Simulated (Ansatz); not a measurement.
# Zr (P6_3/mmc): Drude plasma energy along x against volume

The cell of Zr (P6_3/mmc) is scaled evenly and the response computed anew at each volume, on one mesh. x, y and z are the Cartesian axes of the input cell.

Cell: a, b, c = 3.232, 3.232, 5.147 Å (primitive vectors), 2 atoms.

Method: Ansatz 0.2.0, PBE, independent particles, k-mesh 15×15×8 with interpolation inside its cells, Gaussian parameter 0.1 eV.

Launch of the response step: `ansatz run input.yaml --threads 4 --pin off --max-ram 8192MiB --backend cpu --events-out ev --progress --plain --runs-dir out`. The series took 9.0 min in all, on 4 threads of Intel(R) Xeon(R) Processor @ 2.50GHz (Skylake/Cascade Lake), with other jobs on the host.

| V/V₀ | V (Å³, primitive cell) | Drude plasma energy along x (eV) |
| --- | --- | --- |
| 0.94 | 43.77 | ? |
| 0.96 | 44.70 | 4.100 |
| 0.98 | 45.63 | 4.015 |
| 1.00 | 46.56 | 3.938 |
| 1.02 | 47.49 | 3.868 |
| 1.04 | 48.42 | 3.804 |
| 1.06 | 49.36 | 3.743 |

For small changes the quantity should be close to linear in ln V.

Working, on the rows shown:

| x = ln(V/V₀) | y = Drude plasma energy along x |
| --- | --- |
| -0.040822 | 4.1 |
| -0.0202027 | 4.015 |
| 0 | 3.938 |
| 0.0198026 | 3.868 |
| 0.0392207 | 3.804 |
| 0.0582689 | 3.743 |

Means: x̄ = 0.0093779, ȳ = 3.9113. Σ(x − x̄)(y − ȳ) = -0.02467, Σ(x − x̄)² = 0.006873. Slope = -0.02467 / 0.006873 = -3.59; intercept = ȳ − slope · x̄ = 3.945. The line misses the rows shown by at most 0.0084 eV.

**Question.** Predict the last column of the withheld row from the fit.

**Answer.** At x = -0.061875 the line gives y = 4.1671 eV. The run gave 4.195 eV, so the extrapolation is off by 0.028 eV, 6 % of the range in the table. Beyond its data the fit drifts from the curve.

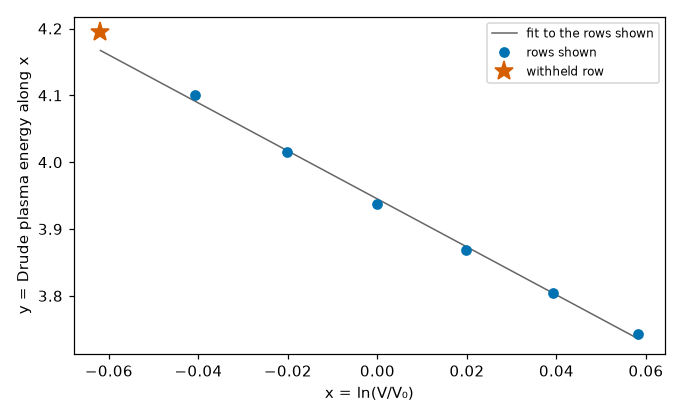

Between the rows on either side of x = 0 the slope is (3.868 − 4.015) / (0.019803 − (-0.020203)) = -3.675. So d ln ωp/d ln V = -0.93; free electrons would give −0.50. The values come from a sum over the points of one k-mesh and carry its error, which is largest for Fermi-surface quantities. Spin-orbit coupling is left out.
